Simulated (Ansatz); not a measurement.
**GaNi (Pm-3m): from the cell to its phonons**

Wanted: vibrations and spectra of GaNi (Pm-3m); the cell is already relaxed. After the zone centre comes a 4×4×4 q mesh on a 16×16×16 k mesh.

Method: DFT PBEsol, scalar-relativistic, plane waves, PAW, in Ansatz 0.2.0.

The database entry behind the starting cell differs from later determinations by our own check (about 0.2 % long), so it need not match the best structure at ambient conditions.

## 1. Set-up

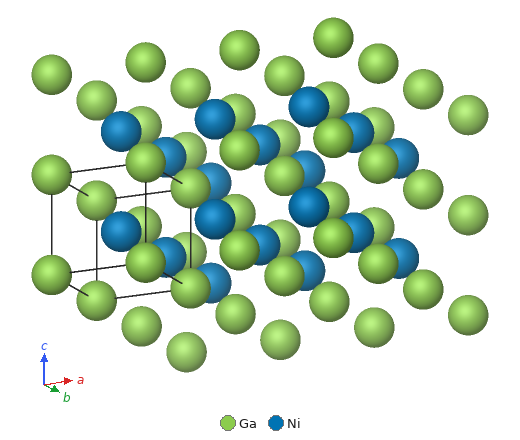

The cell as given, from a free direction (gallium green, nickel blue). 3×3×2 cells are drawn. Some periodic images of atoms are drawn too.

## 2. Linear response at the zone centre

The cell comes from relaxations at this level that are not shown. The zone centre comes first: it holds the modes that light can see, as far as symmetry allows. No field response is asked, since the mesh shows no gap.

Contents of input.yaml:

```yaml
crystal:
  lattice:
    - [2.8728911496, 0.0, 0.0]
    - [0.0, 2.8728911496, 0.0]
    - [0.0, 0.0, 2.8728911496]
  atoms:
    - { symbol: Ga, position: [0.0, 0.0, 0.0] }
    - { symbol: Ni, position: [0.5, 0.5, 0.5] }
kpoints:
  mp_grid: { grid: [16, 16, 16] }
hamiltonian:
  xc: pbesol
scf:
  occupations: { method: methfessel_paxton, width: 0.15 }
output:
  eigenvalues: true
phonons:
  method: dfpt
```

Started as:

```bash
> ansatz run input.yaml --threads 4 --pin off --max-ram 7168MiB --backend cpu --events-out ev --progress --plain --runs-dir out
```

Numbers of over 12 decimals in the logs are rounded to 6 here.

The program printed:

```text
Engine: ansatz 0.2.0, aarch64-unknown-linux-gnu
Pseudopotentials: kind: paw
Pseudopotential: Ga, paw, valence charge 13, recommended cutoff 420 eV (normal), Ga.paw.azcp
Pseudopotential: Ni, paw, valence charge 18, recommended cutoff 420 eV (normal), Ni.paw.azcp
Functional definition: PBEsol
  exchange = pbesol_x
  correlation = pbesol_c
Crystal: 2 atoms, lattice volume = 23.711 Å³
Basis set: ecut = 420 eV, 461 PW (Γ), exchange–correlation on 40×40×40 points (8 copies of the dense FFT grid, shifted against one another)
Bands: 20, of which v1, the nominal top of the filled ones, is band 16 counted from 1 (15 counted from 0)
Symmetry: 48 space group operations
k-points: 405 of 4096 (irreducible under 8 space group operations, time reversal used)
Non-local potential: Ga, projectors of the file, l = 0: 2, l = 1: 2, l = 2: 3, l = 3: 1
Non-local potential: Ni, projectors of the file, l = 0: 3, l = 1: 2, l = 2: 3, l = 3: 1
PAW form: soft (Blöchl's): semilocal exchange-correlation on the pseudo side does not see the compensation charge
PAW frozen core: Ga, regenerated for the run's functional, and the local potential with it (the file was generated under x = pbe(κ = 0.804, μ = 0.219515), c = pbe(β = 0.066725))
PAW frozen core: Ni, regenerated for the run's functional, and the local potential with it (the file was generated under x = pbe(κ = 0.804, μ = 0.219515), c = pbe(β = 0.066725))
PAW one-centre angular grid: Ga, 590 points (default); XC on 64 Gauss nodes
PAW one-centre angular grid: Ni, 590 points (default); XC on 64 Gauss nodes
Initial density: superposition of atomic densities (neutral atoms: chi_scale 0, normalization atom), corrected by the library's trained network
Initial wavefunctions: pseudopotential atomic-orbital guess
Functional: x = pbesol(κ = 0.804, μ = 0.123457), c = pbesol(β = 0.046)
SCF iter   1: F=—  HF=-9549.009895 eV  |F-HF|=—  |Δ(HF+E_count)|=         —  Δρ=2.07e-2  dr2=6.15e-2  ethr=1.77e-3  ⟨swp⟩=4.9  Hψ=32670  notcnv=0
preconditioner: auto → none  [metal: Δε(μ)=0.042 eV  Ē_g=15.206 eV  σ=0.150 eV  W_gap=0.24  n_scr=6 (ndim 8)  ℏωp=36.6 eV  f_vac=0.000  D(μ)=0.73/eV (n_scr^D=6)  sad-step TF]
SCF iter   2: F=—  HF=-9549.002567 eV  |F-HF|=—  |Δ(HF+E_count)|=   7.33e-3  S|Δr|=    0.00e0  Δρ=8.47e-3  dr2=1.22e-2  ethr=1.98e-4  ⟨swp⟩=1.8  Hψ=11831  notcnv=0  defer=6
SCF iter   3: F=—  HF=-9549.001147 eV  |F-HF|=—  |Δ(HF+E_count)|=   1.42e-3  S|Δr|=    0.00e0  Δρ=1.55e-3  dr2=3.54e-4  ethr=3.95e-5  ⟨swp⟩=1.1  Hψ=8108  notcnv=0  defer=10
SCF iter   4: F=—  HF=-9549.001014 eV  |F-HF|=—  |Δ(HF+E_count)|=   1.33e-4  S|Δr|=    0.00e0  Δρ=4.79e-4  dr2=3.89e-5  ethr=1.14e-6  ⟨swp⟩=2.1  Hψ=11946  notcnv=0  defer=10
SCF iter   5: F=—  HF=-9549.000995 eV  |F-HF|=—  |Δ(HF+E_count)|=   1.92e-5  S|Δr|=    0.00e0  Δρ=8.44e-5  dr2=2.35e-7  ethr=1.25e-7  ⟨swp⟩=2.2  Hψ=12172  notcnv=0  defer=10
SCF iter   6: F=—  HF=-9549.000994 eV  |F-HF|=—  |Δ(HF+E_count)|=   9.60e-7  S|Δr|=    0.00e0  Δρ=1.10e-5  dr2=1.44e-8  ethr=7.57e-10  ⟨swp⟩=2.0  Hψ=14342  notcnv=0  defer=10
SCF iter   7: F=—  HF=-9549.000994 eV  |F-HF|=—  |Δ(HF+E_count)|=   1.19e-8  S|Δr|=    0.00e0  Δρ=8.24e-7  dr2=1.02e-10  ethr=4.64e-11  ⟨swp⟩=2.0  Hψ=13904  notcnv=0  defer=10
SCF iter   8: F=-9549.000994 eV  HF=-9549.000994 eV  |F-HF|=1.82e-12  |Δ(HF+E_count)|=  8.00e-11  S|Δr|=    0.00e0  Δρ=1.16e-7  dr2=2.47e-12  ethr=1.00e-12  ⟨swp⟩=6.6  Hψ=37850  notcnv=0
SCF 1 converged in 8 iterations: F = -9549.000994 eV  dr2 = 2.47e-12
  greatest PAW one-centre occupation: 1.001 electrons in one spin orbital (limit 2), on the Ni atom at site 1 (counted from 0), in its partial waves of l = 1
DFPT response loops at Γ: preconditioner auto → Kerker (q_TF=auto, 2.853 Å⁻¹) (partly filled bands, converged f_vac=0.000); β = 1.00, the filter's whole step (`scf.mixing.beta` (0.50) is not read by the response loops under this deck's `scf.mixing.preconditioner`; to damp them name `kerker` or `kerker_dos`, under which they read `scf.mixing.beta`, and type it under 1.00, their step now; both keys bind the ground state too); Broyden in place of MSR1
SCF converged after 8 iterations
Stability not checked: this state was not tested for a lower state beside it, because cold or Methfessel-Paxton smearing, or corrected tetrahedra, fill the levels in a way that the test cannot read (fill_not_monotonic; see scf.lower_state_search)
Free energy (F): -9549.000994 eV
Harris-Foulkes:  -9549.000994 eV  (|F-HF|=1.82e-12)
Internal energy: -9549.001620 eV  (E = F + TS)
E sigma→0 (E₀):  -9549.001150 eV
Entropy (-TS):   0.000627 eV (0.313 meV/atom)
Fermi energy:    16.825831 eV
--- Per-component energies (eV) ---
  E_band       = -258.476639
  E_kinetic    = 404.228367
  E_local      = -5127.011289  (includes V_loc(G=0)·N_el)
  E_nonlocal   = 1067.909376
  E_hartree    = 2255.572435
  E_xc         = -154.453995
  E_vxc        = -169.450976  (∫ρ·V_xc dr)
  E_paw        = -3550.207546  (= ΣΔE_a)
  E_vpaw       = -945.297453  (= ΣTr[D̂ρ^β])
  E_aug_tail   = 0.000334  (compensation charges beyond the density's cutoff)
  E_ewald      = -4446.099568
  E_core_change = 1.060267  (= ΣΔE_core)
  E_smearing   = 0.000627  (= −TS)
  E_closure    = 0.000000  (closes the sum)
  Σ components = -9549.000994   (vs F -9549.000994, Δ=0.00e0)
--- Band table (eV; the first three rows and the last of 405) ---
  k-point 0: bands = [... 12 lower, 15.3975, 15.3975, 15.3975, 21.7653, 21.7653, 21.7653, 27.4334, 27.4334]
  k-point 1: bands = [... 12 lower, 15.3556, 15.3556, 15.3976, 21.1323, 21.8895, 21.8895, 27.4550, 27.8306]
  k-point 2: bands = [... 12 lower, 15.2419, 15.2419, 15.3978, 19.8069, 22.2500, 22.2500, 27.5200, 28.1718]
  k-point 404: bands = [... 12 lower, 15.9018, 15.9018, 17.4215, 20.2878, 20.2878, 20.2878, 20.9699, 20.9699]
--- Phonons (Γ-DFPT): 2 representative perturbations + reference, on 405 of 4096 k-points (Σ response iterations 6) ---
  k mesh reduced under 8 symmetry operations, with k and −k counted as one. Each operation leaves every solved perturbation unchanged. A smaller set is not used because it would not reduce the number of displacements times k-points to solve
  ASR residual: 1.127e-4 → 0.000e0 eV/Å²; symmetrization residual: 2.376e-6 eV/Å²
  ASR residual per site (eV/Å²): 2.81e-5 1.13e-4
  Γ frequencies (cm⁻¹): 0.00 0.00 0.00 212.48 212.48 212.48
  non-analytic LO–TO correction: not included (Born effective charges unavailable; polar crystals: no LO–TO splitting at Γ)
```

It took 26 s on 4 threads of Arm Neoverse N1, shared host; peak memory 0.88 GiB.

In the SCF lines HF is the Harris–Foulkes energy and dr2 the Hartree energy of the density residual, in eV; the loop may stop once dr2 is under the threshold and the program's other checks hold. Hψ counts applications of the Hamiltonian.

This run has no spin polarisation, although Ni can carry a moment.

This step gave:

```
volume per atom                                         : 11.86 Å³
gap on the k-mesh                                       : 0 eV
sum-rule residual before enforcement                    : 1.13e-4 eV/Å²
point group                                             : m-3m
highest optical mode at the zone centre (no LO-TO term) : 212.5 cm⁻¹
lowest optical zone-centre mode                         : 212.5 cm⁻¹
```

Patterns of degenerate modes are one choice out of their space. Modes at Γ, with each element's share of the kinetic energy:

| mode | frequency (cm⁻¹) | symmetry | Ga % | Ni % |
| --- | --- | --- | --- | --- |
| 1 | 0.0 | acoustic | 54 | 46 |
| 2 | 0.0 | acoustic | 54 | 46 |
| 3 | 0.0 | acoustic | 54 | 46 |
| 4 | 212.5 | T1u | 46 | 54 |
| 5 | 212.5 | T1u | 46 | 54 |
| 6 | 212.5 | T1u | 46 | 54 |

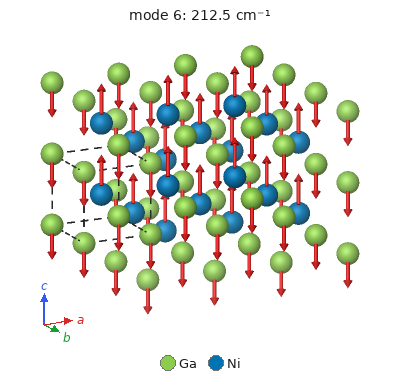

Displacement patterns of mode 6 at Γ; arrows are exaggerated. 3×3×2 cells are drawn. Some periodic images of atoms are drawn too.

Before it was imposed, the acoustic sum rule was missed by 1.1e-4 eV/Å². Small misses are needed for a sound result but don't prove that mesh and cutoff are converged. The lowest optical mode is real, 212 cm⁻¹.

## 3. Response at finite wavevector

Stability and thermal properties need the whole zone. Linear response on a 4×4×4 q mesh gives force constants as far as a supercell of that size would.

input.yaml, as its differences from that of step 2:

```diff
@@ -18 +18,8 @@
   method: dfpt
+  qmesh: [4, 4, 4]
+  temperatures: { t_max: 1000, t_step: 50 }
+  qpath:
+    path:
+      - [[0.0, 0.0, 0.0], [0.0, 0.5, 0.0], [0.5, 0.5, 0.0], [0.0, 0.0, 0.0], [0.5, 0.5, 0.5], [0.0, 0.5, 0.0]]
+      - [[0.5, 0.5, 0.5], [0.5, 0.5, 0.0]]
+    npoints: 10
```

The program printed:

```text
[...]
Crystal: 2 atoms, lattice volume = 23.711 Å³
Basis set: ecut = 420 eV, 461 PW (Γ), exchange–correlation on 40×40×40 points (8 copies of the dense FFT grid, shifted against one another)
Bands: 20, of which v1, the nominal top of the filled ones, is band 16 counted from 1 (15 counted from 0)
Symmetry: 48 space group operations
k-points: 165 of 4096
[...]
SCF iter   1: F=—  HF=-9549.009898 eV  |F-HF|=—  |Δ(HF+E_count)|=         —  Δρ=2.07e-2  dr2=6.15e-2  ethr=1.77e-3  ⟨swp⟩=5.0  Hψ=13377  notcnv=0
[...]
SCF iter   8: F=-9549.000994 eV  HF=-9549.000994 eV  |F-HF|=0.00e0  |Δ(HF+E_count)|=  9.46e-11  S|Δr|=    0.00e0  Δρ=1.20e-7  dr2=2.61e-12  ethr=1.00e-12  ⟨swp⟩=6.8  Hψ=15517  notcnv=0
SCF 1 converged in 8 iterations: F = -9549.000994 eV  dr2 = 2.61e-12
[...]
phonons: the bands overlap, so this run is a metal and interpolates without the dipole-dipole term. If the crystal is really an insulator or semiconductor, its LO-TO splitting is missing
NSCF: frozen V_eff on 165 k-points
[...]
DFPT response loops at q = (0, 0, 0) (fractional): preconditioner auto → Kerker (q_TF=auto, 2.853 Å⁻¹) (partly filled bands, converged f_vac=0.000); β = 1.00, the filter's whole step (`scf.mixing.beta` (0.50) is not read by the response loops under this deck's `scf.mixing.preconditioner`; to damp them name `kerker` or `kerker_dos`, under which they read `scf.mixing.beta`, and type it under 1.00, their step now; both keys bind the ground state too); Broyden in place of MSR1
[...]
SCF converged after 8 iterations
[...]
Free energy (F): -9549.000994 eV
[...]
Internal energy: -9549.001620 eV  (E = F + TS)
E sigma→0 (E₀):  -9549.001150 eV
Entropy (-TS):   0.000627 eV (0.313 meV/atom)
Fermi energy:    16.825831 eV
[...]
--- Band table (eV; the first three rows and the last of 165) ---
  k-point 0: bands = [... 12 lower, 15.3975, 15.3975, 15.3975, 21.7653, 21.7653, 21.7653, 27.4334, 27.4334]
  k-point 1: bands = [... 12 lower, 15.3556, 15.3556, 15.3976, 21.1323, 21.8895, 21.8895, 27.4550, 27.8306]
  k-point 2: bands = [... 12 lower, 15.2419, 15.2419, 15.3978, 19.8069, 22.2500, 22.2500, 27.5200, 28.1718]
  k-point 164: bands = [... 12 lower, 15.9018, 15.9018, 17.4215, 20.2878, 20.2878, 20.2878, 20.9699, 20.9699]
--- Phonons (Γ-DFPT): 2 representative perturbations + reference (Σ response iterations 6) ---
  ASR residual: 1.113e-4 → 0.000e0 eV/Å²; symmetrization residual: 3.002e-6 eV/Å²
  ASR residual per site (eV/Å²): 2.61e-5 1.11e-4
  Γ frequencies (cm⁻¹): 0.00 0.00 0.00 212.48 212.48 212.48
--- Phonons (arbitrary-q DFPT): 10 irreducible q on the 4×4×4 mesh ---
  q = [0.0000, 0.0000, 0.0000] (star 1, of the zone-centre solve; hermiticity 1.13e-6, symmetrization 6.19e-12): -0.00 -0.00 0.00 212.48 212.48 212.48
  q = [0.0000, 0.0000, 0.2500] (star 6, 4 solved perturbations in 4032 linear systems a pass and spin channel, the states on 1296 of 4096 k-point pairs; hermiticity 3.92e-7, symmetrization 3.69e-13): 84.09 84.09 122.29 192.19 192.19 218.97
[...]
q = [0.0000, 0.2500, -0.5000] (star 12, 6 solved perturbations on 1296 of 4096 k-point pairs; hermiticity 1.42e-6, symmetrization 6.82e-8): 89.12 114.74 148.95 150.56 225.97 237.42
[...]
sum rule: each row above includes the acoustic sum rule's correction from the zone centre's row sums; it moved no ω² by more than (0.72 cm⁻¹)²
  mesh force constants: q→R imaginary residual 2.98e-18; ASR residual 1.113e-4 → 0.000e0 eV/Å²; symmetrization residual 5.329e-15 eV/Å²
  interpolated dispersion: 62 rows × 6 modes
  density of states and harmonic sums: on the 24×24×24 q-mesh, interpolated from the force constants of a 4×4×4 supercell (no non-analytic term)
  largest difference from the sums on the solved wave vectors: F 1.03e-2 eV, S 1.44e-5 and C_V 4.02e-6 eV/K
  zero-point energy: 0.058212 eV/cell   skipped modes (ω ≤ 0): 3   left out of the sums: 3.62e-5 of the cell's modes: C_V's classical limit lies that fraction below 3 k_B per atom; for a crystal, a wire or a layer, F and S can be off by more, and a phonons.interpolated_qmesh denser along its periods is the remedy for the sampling
```

Elapsed: 15 min, on 4 threads; peak memory 3.1 GiB.

This step gave:

```yaml
sum_rule_residual_before_enforcement: 1.11e-4 eV/Å²
lowest_frequency_on_the_path: 0 cm⁻¹
highest_frequency_on_the_path_or_at_a_solved_wavevector: 248.8 cm⁻¹
mean_frequency: 156.5 cm⁻¹
debye_temperature_second_moment: 310 K
logarithmic_mean_frequency: 144 cm⁻¹
lowest_mode_on_the_q_mesh_acoustic_modes_at_gamma_apart: 37.22 cm⁻¹
zero_point_energy_per_atom: 29.11 meV
heat_capacity_at_300_k: 23.67 J/(mol atoms K)
vibrational_entropy_at_300_k: 34.83 J/(mol atoms K)
```

Frequencies (cm⁻¹) solved at each irreducible wavevector; negative means imaginary. Frequencies by wavevector, by row:

| q in reciprocal lattice units | star | mode 1 | mode 2 | mode 3 | mode 4 | mode 5 | mode 6 |
| --- | --- | --- | --- | --- | --- | --- | --- |
| 0 0 0 | 1 | 0 | 0 | 0 | 212.5 | 212.5 | 212.5 |
| 0 0 0.25 | 6 | 84.1 | 84.1 | 122.3 | 192.2 | 192.2 | 219 |
| 0 0 -0.5 | 3 | 132.4 | 132.4 | 152.8 | 152.8 | 188.7 | 223.1 |
| 0 0.25 0.25 | 12 | 37.2 | 112.3 | 147 | 178.9 | 195.8 | 230.1 |
| 0 0.25 -0.5 | 12 | 89.1 | 114.7 | 148.9 | 150.6 | 226 | 237.4 |
| 0 -0.5 -0.5 | 3 | 77 | 77 | 148.5 | 164.8 | 248.8 | 248.8 |
| 0.25 0.25 0.25 | 8 | 76.3 | 76.3 | 137.9 | 209.8 | 209.8 | 211.9 |
| 0.25 0.25 -0.5 | 12 | 102.1 | 103.8 | 111.3 | 178.2 | 221.1 | 236.5 |
| 0.25 -0.5 -0.5 | 6 | 101.5 | 101.5 | 135.5 | 175.7 | 231.3 | 231.3 |
| -0.5 -0.5 -0.5 | 1 | 144.1 | 144.1 | 144.1 | 199.7 | 199.7 | 199.7 |

Interpolated from a 4×4×4 q mesh. Phonon branches along the path, in cm⁻¹:

| point | branch 1 | branch 2 | branch 3 | branch 4 | branch 5 | branch 6 |
| --- | --- | --- | --- | --- | --- | --- |
| Γ | 0 | 0 | 0 | 212 | 212 | 212 |
| X | 132 | 132 | 153 | 153 | 189 | 223 |
| M | 77 | 77 | 148 | 165 | 249 | 249 |
| Γ | 0 | 0 | 0 | 212 | 212 | 212 |
| R | 144 | 144 | 144 | 200 | 200 | 200 |
| X | 132 | 132 | 153 | 153 | 189 | 223 |
| jump to R | 144 | 144 | 144 | 200 | 200 | 200 |
| M | 77 | 77 | 148 | 165 | 249 | 249 |

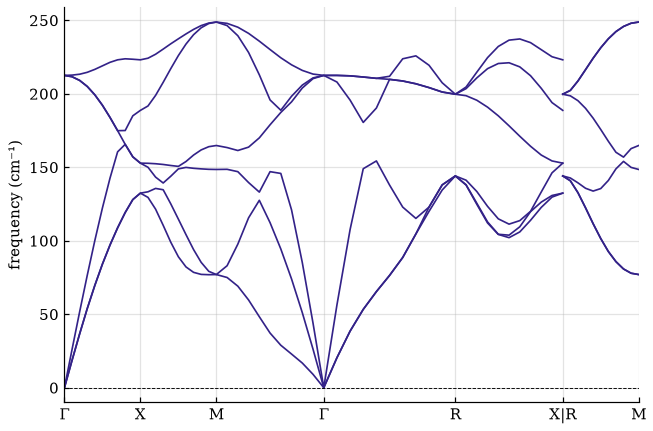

Phonon branches along the path.

The phonon density of states has structure finer than the step of the table below, so its rows give means over 10 cm⁻¹, whole bins alone (the curve runs from 1 to 249 cm⁻¹). Peaks (cm⁻¹: height): 107.0: 0.0492, 137.0: 0.0368, 149.0: 0.0343, 159.0: 0.0323, 181.0: 0.0383, 227.0: 0.0607.

Tetrahedra on a 24×24×24 mesh, mean over bins of 2 cm-1. Interpolated from a 4×4×4 q mesh. The phonon density of states by wavenumber; means over each step:

| wavenumber (cm⁻¹) | phonon density of states (1/cm⁻¹/cell) |
| --- | --- |
| 10 | 1.5e-4 |
| 20 | 9.5e-4 |
| 30 | 0.00272 |
| 40 | 0.00507 |
| 50 | 0.00793 |
| 60 | 0.0117 |
| 70 | 0.0179 |
| 80 | 0.0273 |
| 90 | 0.0285 |
| 100 | 0.0340 |
| 110 | 0.0392 |
| 120 | 0.0346 |
| 130 | 0.0293 |
| 140 | 0.0304 |
| 150 | 0.0275 |
| 160 | 0.0298 |
| 170 | 0.0220 |
| 180 | 0.0295 |
| 190 | 0.0278 |
| 200 | 0.0244 |
| 210 | 0.0224 |
| 220 | 0.0454 |
| 230 | 0.0600 |
| 240 | 0.0377 |

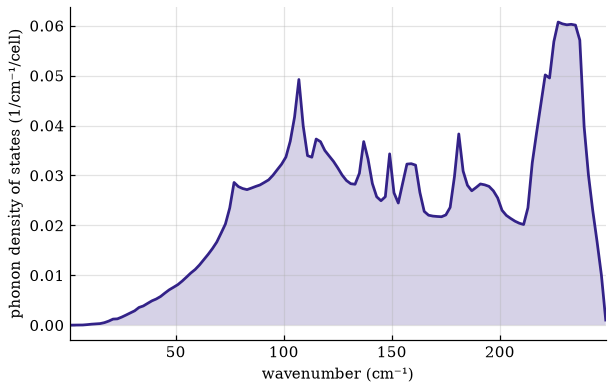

Phonon density of states, plotted against wavenumber.

(Part 1 of 2 ends here.)

[Logs are printed without paths, hosts, clocks, repeated set-up lines and the standing remarks that a program may print on its own settings, such as how far it seeks lower states.]

[Hosts, paths, dates, database ids (printed as entryN), source tags and the programs' standing remarks are cut or masked in the printed files.]
